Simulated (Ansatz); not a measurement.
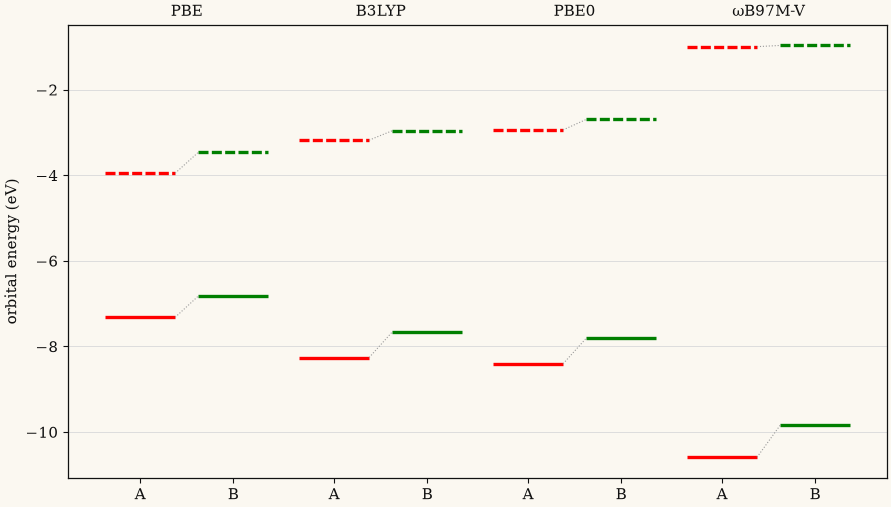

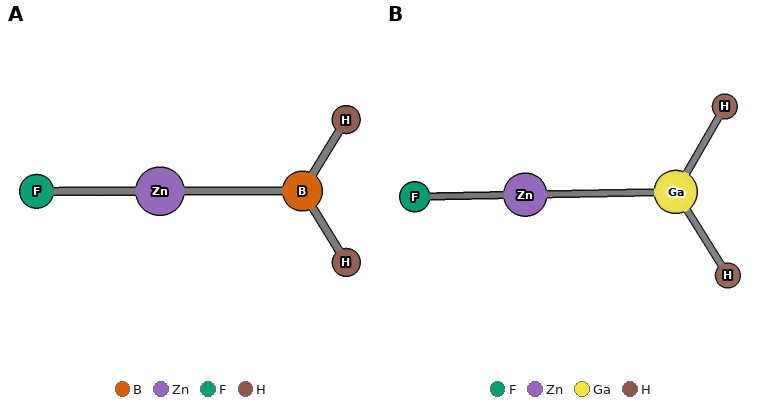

One change: A, ZnBH₂F (SMILES [BH2][Zn][F]), becomes B, ZnGaH₂F (SMILES [F][Zn][GaH2]). BH₂ on Zn is replaced by GaH₂. HOMO (solid) and LUMO (dashed) computed in def2-TZVPP at PBE0-D4/def2-TZVP geometries, both minima by their frequencies, gas phase, the Ansatz code 0.2.0.

What does the change do to HOMO and LUMO?

PBE: the HOMO rises by 0.50 eV, the LUMO rises by 0.49 eV, and the separation goes from 3.37 to 3.36 eV. B3LYP: the HOMO rises by 0.60 eV, the LUMO rises by 0.22 eV, and the separation goes from 5.08 to 4.70 eV. PBE0: the HOMO rises by 0.60 eV, the LUMO rises by 0.25 eV, and the separation goes from 5.47 to 5.11 eV. ωB97M-V: the HOMO rises by 0.75 eV, the LUMO rises by 0.03 eV, and the separation goes from 9.60 to 8.87 eV.

Do the functionals agree on the effect?

They agree on the direction for both levels; the HOMO shift lies between 0.50 and 0.75 eV and the LUMO shift between 0.03 and 0.49 eV, while the separations themselves differ by up to 6.2 eV between functionals.
